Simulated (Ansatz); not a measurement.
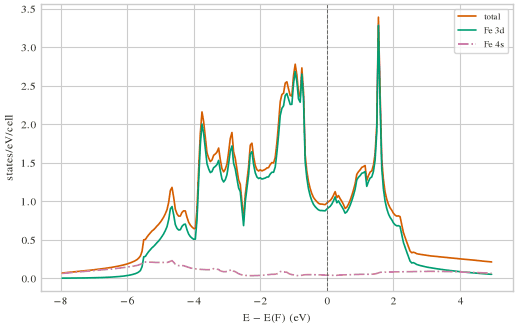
*Total and projected density of states of Fe (bcc (W type), Im-3m), plane-wave PAW LDA (Ansatz code)*

Task: Which orbitals carry the states next to the Fermi level?

Result: Within 0.5 eV of the Fermi level: Fe 3d 92 %. Projections are on Löwdin-orthogonalised atomic valence shells; empty p or d shells of many metals are not among them.

Task: Where is the tallest occupied peak in this window, and what makes it?

Result: Near -0.9 eV, about 2.8 states/eV per cell; the largest projected share is Fe 3d.

The cell was relaxed with LDA under the symmetry of its start. The final state is ferromagnetic, chosen from 3 collinear starts compared on coarse meshes (ties went to the first, and starts can fall back to one state), not a proven ground state. Textbook magnetic order: ferromagnetic.

Potentials: the earlier of the program's two PAW sets. The files were generated under PBE; for other functionals the program regenerates the frozen cores, and for LDA and PBEsol the local potential too.
